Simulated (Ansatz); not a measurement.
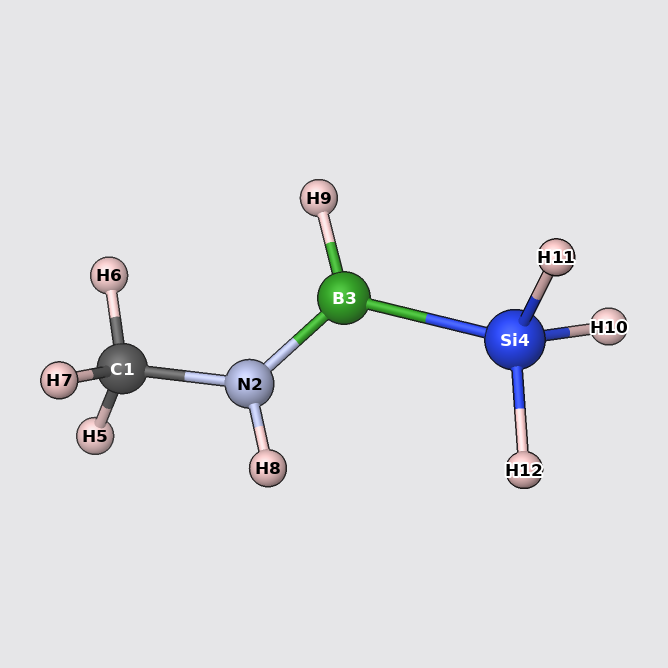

Numbered structure. Computed geometry: PBE-D4/def2-SVP optimisation. No frequency run is at hand to confirm it as a minimum.

Which atoms are bonded, and how long are the bonds?

```json
{"bond": "C1–N2", "length (Å)": "1.454", "order": "single"}
{"bond": "C1–H5", "length (Å)": "1.112", "order": "single"}
{"bond": "C1–H6", "length (Å)": "1.106", "order": "single"}
{"bond": "C1–H7", "length (Å)": "1.112", "order": "single"}
{"bond": "N2–B3", "length (Å)": "1.397", "order": "single"}
{"bond": "N2–H8", "length (Å)": "1.025", "order": "single"}
{"bond": "B3–Si4", "length (Å)": "2.022", "order": "single"}
{"bond": "B3–H9", "length (Å)": "1.221", "order": "single"}
{"bond": "Si4–H10", "length (Å)": "1.511", "order": "single"}
{"bond": "Si4–H11", "length (Å)": "1.512", "order": "single"}
{"bond": "Si4–H12", "length (Å)": "1.515", "order": "single"}
```
